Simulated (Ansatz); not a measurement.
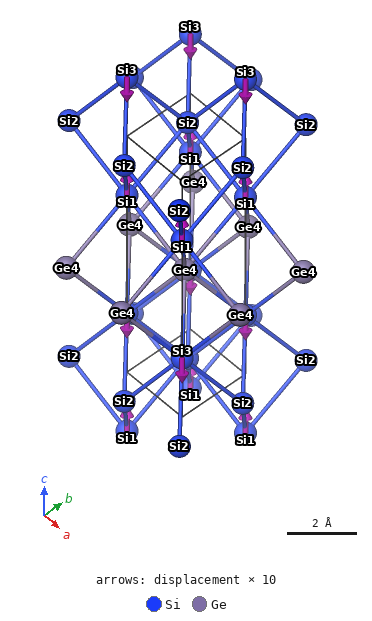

A relaxation of solid Si3Ge (a generated structure, set up in P-6m2) (coarse preliminary run). The starting structure is drawn; purple arrows show the displacements (the part carried along by the change of the cell is left out), 10 times their true length.

A ball-and-stick model of the cell of the calculation, seen from a free direction.

Computed with Ansatz 0.2.0, DFT PBE, scalar-relativistic, plane waves, PAW. Settings: plane-wave cutoff 420 eV; k-point mesh 6 × 6 × 2; occupations gaussian; smearing width 0.1 eV; no spin polarisation; cell and atoms relaxed; force threshold 0.04 eV/Å; at most 70 steps.

Q: Atoms of which element are displaced furthest, and by how much?

A: Silicon: up to 0.084 Å, against 0.000 Å for germanium.

Q: Describe the change and its energy.

A: After 8 accepted moves (11 points after the start) the energy has fallen by 341 meV per atom. The largest force component goes from 0.7 to 0.0089 eV/Å. Pressure: −10.12 GPa at the start and −0.03 GPa at the end. The line search rejected the trial steps at points 6, 8 of the run. At 1 point the geometry stayed and the basis and grid were re-selected for the new cell (energy shift of less than 0.05 meV per atom at most each time). The largest moves relative to the cell, 0.084 Å, are those of Si1 and Si3. Si1 goes along +c. Ge stays in place. The drawn cell changes as follows: a = b 3.483 → 3.648 Å (+4.7 %), c 7.663 → 5.961 Å (−22.2 %); the volume changes by −14.7 %. Near-neighbour distances that change, for instance: Si1–Si3 3.832 → 2.813 Å, Si1–Si2 2.777 → 2.532 Å, Si1–Ge4 2.777 → 2.629 Å. Bond angles that change, for instance: Si1–Si2–Si3 87.2° → 67.5°, Si1–Si2–Si1 77.7° → 92.1°, Si1–Ge4–Si3 87.2° → 73.6°. The space group stays P-6m2 (No. 187). The run took 29 s on 1 thread of Arm Neoverse V1, on a shared host, peak memory 0.33 GiB.

Limits of the set-up: the k-point mesh is coarse for a cell with partly filled bands.
